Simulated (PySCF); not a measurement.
**One shape, several levels: doublet CHFO+**

Aim: a comparison of 6 runs (U-revPBE/def2-TZVPP, UM06-L/def2-TZVPP, UPBE/def2-TZVPP, UPBE0/def2-TZVPP, USVWN5/def2-TZVPP, UCCSD(T)/def2-TZVPP) of doublet CHFO+. 

The calculation is run with PySCF 2.14.0.

### 1 The system as given

CHFO+: 4 atoms, total charge +1, spin state doublet. SMILES of the parent species: `O=CF`. The shape is that of a PBE0-D4/def2-TZVP optimisation. That shape belongs to the parent species and isn't relaxed for this state.

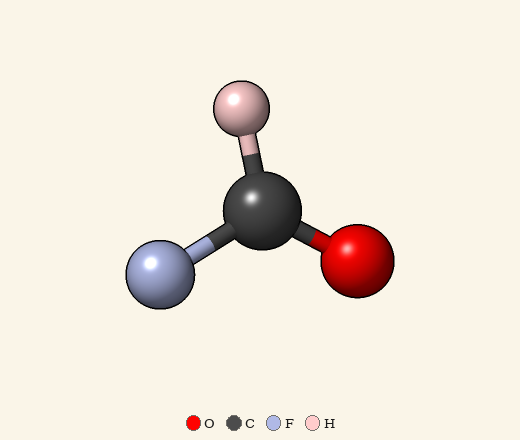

The structure, seen from a chosen angle (oxygen red, carbon dark grey, fluorine light blue, hydrogen pink).

### 2 The energy at U-revPBE/def2-TZVPP (run 1)

Contents of calc.py:

```python
from pyscf import gto, dft

system = gto.M(
    atom='''
O     -1.680609     0.380175     1.564202
C     -0.087683     0.127594     0.040856
F      1.105868    -2.063222    -0.343590
H      0.662425     1.555471    -1.261487
''',
    basis='def2-tzvpp',
    spin=1,
    verbose=3,
    unit='bohr',
    charge=1,
    max_memory=1860,
)

calc0 = dft.UKS(system)
calc0.xc = 'revpbe'
calc0.grids.level = 5
calc0.conv_tol = 1e-10
calc0.kernel()
if not calc0.converged:
    calc0 = calc0.newton().run(calc0.mo_coeff, calc0.mo_occ)

e_final = calc0.e_tot
print('Final energy', e_final)
```

Launch:

```console
$ OMP_NUM_THREADS=1 python calc.py
```

The log of the run:

```text
converged SCF energy = -213.349305518243  <S^2> = 0.7541735  2S+1 = 2.0041692
Final energy -213.34930551824266
```

It took 23 s on 1 thread of Arm Neoverse V1, shared host; peak memory 0.55 GiB.

### 3 The energy at UM06-L/def2-TZVPP (run 2)

Contents of input.py:

```python
from pyscf import gto, dft

mol = gto.M(
    atom='''
O   -0.889340   0.201180   0.827740
C   -0.046400   0.067520   0.021620
F    0.585200  -1.091810  -0.181820
H    0.350540   0.823120  -0.667550
''',
    spin=1,
    basis='def2-tzvpp',
    verbose=3,
    charge=1,
    max_memory=1860,
)

mf = dft.UKS(mol, xc='m06-l')
mf.conv_tol = 1e-10
mf.grids.level = 5
mf.kernel()
if not mf.converged:
    mf = mf.newton().run(mf.mo_coeff, mf.mo_occ)

e_tot = mf.e_tot
print('E(%s) = %.9f' % ('M06-L', e_tot))
```

Launch:

```console
$ OMP_NUM_THREADS=1 python input.py
```

The log of the run:

```text
WARN: HOMO -0.383959980051497 >= LUMO -0.3839599800515

converged SCF energy = -213.380090949998  <S^2> = 0.75680216  2S+1 = 2.0067906
E(M06-L) = -213.380090950
```

Wall time 60 s (1 thread of Arm Neoverse V1, shared host); peak memory 0.61 GiB.

Runs 3 to 5 aren't shown in full; the table further down has their settings and results.

### 4 A single-point energy at UCCSD(T)/def2-TZVPP (run 6)

Contents of job.py:

```python
from pyscf import gto, scf, cc

mol = gto.M(
    atom=[
    ('O', (-0.889340, 0.201180, 0.827740)),
    ('C', (-0.046400, 0.067520, 0.021620)),
    ('F', (0.585200, -1.091810, -0.181820)),
    ('H', (0.350540, 0.823120, -0.667550)),
],
    verbose=4,
    charge=1,
    max_memory=1860,
    basis='def2-tzvpp',
    spin=1,
)

mf = scf.UHF(mol)
mf.conv_tol = 1e-10
mf.kernel()
if not mf.converged:
    mf = mf.newton().run(mf.mo_coeff, mf.mo_occ)

mycc = cc.CCSD(mf, frozen=3)
mycc.kernel()
e_t = mycc.ccsd_t()
etot = mycc.e_tot + e_t
print(f'total energy: {etot:.8f} hartree')
```

Launch:

```console
$ OMP_NUM_THREADS=1 python job.py
```

The log of the run:

```text
PySCF version 2.14.0

[INPUT] num. atoms = 4
[INPUT] num. electrons = 23
[INPUT] charge = 1
[INPUT] spin (= nelec alpha-beta = 2S) = 1
[INPUT] symmetry False subgroup None
[INPUT] Mole.unit = angstrom
[INPUT] Symbol           X                Y                Z      unit          X                Y                Z       unit  Magmom
[INPUT]  1 O     -0.889340000000   0.201180000000   0.827740000000 AA   -1.680609031621   0.380175101740   1.564201902347 Bohr   0.0
[INPUT]  2 C     -0.046400000000   0.067520000000   0.021620000000 AA   -0.087683292180   0.127594307931   0.040855878813 Bohr   0.0
[INPUT]  3 F      0.585200000000  -1.091810000000  -0.181820000000 AA    1.105867728095  -2.063221880061  -0.343590003968 Bohr   0.0
[INPUT]  4 H      0.350540000000   0.823120000000  -0.667550000000 AA    0.662424595705   1.555471367652  -1.261486674453 Bohr   0.0

nuclear repulsion = 67.6655038131771
number of shells = 39
number of NR pGTOs = 154
number of NR cGTOs = 107
basis = def2-tzvpp
ecp = {}

[... 93 lines left out ...]
converged SCF energy = -212.435587544074  <S^2> = 0.77065508  2S+1 = 2.0205495
[... 12 lines left out ...]
Init t2, MP2 energy = -0.56576346109012
[... 21 lines left out ...]
UCCSD converged
[... 2 lines left out ...]
total energy: -213.04341562 hartree
```

Wall time 5.4 min (1 thread of Arm Neoverse V1, shared host); peak memory 5.2 GiB.

### 5 Overview of the runs

```csv
run,level,integration grid,frozen core orbitals,energy (Eh),HOMO energy (eV),LUMO energy (eV),⟨S²⟩,wall time
1,U-revPBE/def2-TZVPP,5,–,-213.349306,-18.49,-16.89,0.754,23 s
2,UM06-L/def2-TZVPP,5,–,-213.380091,-18.76,-16.48,0.757,60 s
3,UPBE/def2-TZVPP,5,–,-213.193188,-18.56,-17.02,0.754,23 s
4,UPBE0/def2-TZVPP,5,–,-213.185709,-20.64,-15.39,0.757,29 s
5,USVWN5/def2-TZVPP,5,–,-211.884114,-18.77,-17.51,0.753,17 s
6,UCCSD(T)/def2-TZVPP,–,3,-213.043416,-25.50,-8.74,0.771,5.4 min
```

### 6 Results

| quantity | value |
| --- | --- |
| run 6: total energy | -213.04342 Eh |
| run 6: HOMO energy (Hartree–Fock orbitals) (highest over α and β) | -25.50 eV |
| run 6: LUMO energy (Hartree–Fock orbitals) (lowest over α and β) | -8.74 eV |
| run 6: correlation energy (3 core orbitals frozen) | -607.8 mEh |
| run 6: (T) correction | -21.64 mEh |
| run 6: ⟨S²⟩ of the reference determinant | 0.771 |
| run 6: T1 diagnostic | 0.026 |

**Reading.** Totals of different functionals can't be ranked against each other. All runs together took 7.9 min, the longest 5.4 min.
